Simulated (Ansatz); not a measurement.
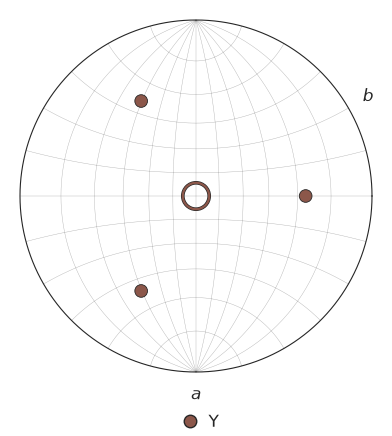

For YF, the geometry relaxed with Ansatz 0.2.0, DFT PBEsol, scalar-relativistic, plane waves, PAW; the starting structure was generated, so it need not be a known form of this composition: directions from one fluorine atom at (2/3, 1/3, 0.703) to its bonded neighbours, in stereographic projection down c (filled: above the plane of the page or in it, open: below). All values are computed from the atomic coordinates in the standard setting (tolerance 0.002 Å).

Neighbours are counted up to 3.01 Å for Y.

```
Y F
1.0
     3.71237    0.00000    0.00000
    -1.85619    3.21501    0.00000
     0.00000    0.00000   19.06559
Y F
6 6
Direct
  0.33333 0.66667 0.90804
  0.00000 0.00000 0.75863
  0.00000 0.00000 0.24137
  0.66667 0.33333 0.09196
  0.66667 0.33333 0.57470
  0.33333 0.66667 0.42530
  0.66667 0.33333 0.70344
  0.66667 0.33333 0.96323
  0.33333 0.66667 0.03677
  0.33333 0.66667 0.29656
  0.00000 0.00000 0.37010
  0.00000 0.00000 0.62990
```

How many neighbours are there, and at what angles?

4: 3 Y at 2.39 Å, 1 Y at 2.45 Å. Angles between bonds: 102° (3×), 116° (3×).

What is the site's symmetry in the crystal?

Point group 3m (C3v), order 6: one threefold axis, three mirror planes. In R-3m (No. 166, hexagonal axes) this is Wyckoff position 6c.
